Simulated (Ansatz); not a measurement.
```yaml
crystal:
  lattice:
    - [3.82738, 0.00000, 0.00000]
    - [0.00000, 3.82738, 0.00000]
    - [0.00000, 0.00000, 5.97090]
  atoms:
    - { symbol: Zn, position: [0.00000, 0.00000, 0.00000] }
    - { symbol: Sb, position: [0.00000, 0.50000, 0.29097] }
    - { symbol: C, position: [0.50000, 0.50000, 0.50000] }
    - { symbol: Sb, position: [0.50000, 0.00000, 0.70903] }
```

Space group P-4m2; started from the II-IV-V2 ordering on zincblende lattice prototype, which need not be the ambient phase; not relaxed (largest force 0.6 eV/Å).

The calculation used DFT, PBEsol, plane waves, PAW in Ansatz.

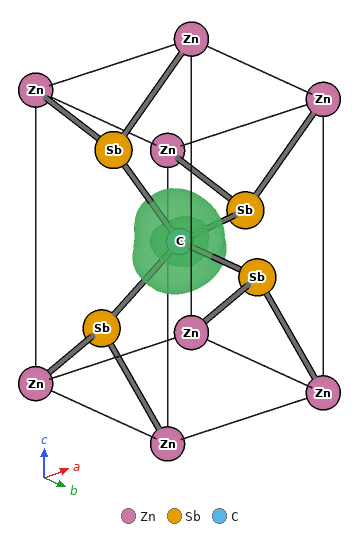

ZnSb2C. Isosurface of the electron localisation function at 0.7 (green), seen at an oblique angle. Core shells and regions of very low density are left out. Sticks mark near contacts.

Core electrons are frozen (PAW), and the valence fields are smoothed inside the atomic spheres.

**What do the ELF domains correspond to?**

The ELF exceeds this value in one region wrapped around C (its valence shell), counted in one cell of 4 atoms. Regions shared between cells count once.

Values along the shortest contacts:
Sb–C (2.28 Å): the ELF peaks at about 0.85 in the valence shell of C, 0.7 Å from its nucleus, and is about 0.50 at the midpoint. Zn–Sb (2.58 Å): the ELF reaches about 0.60 near the midpoint.
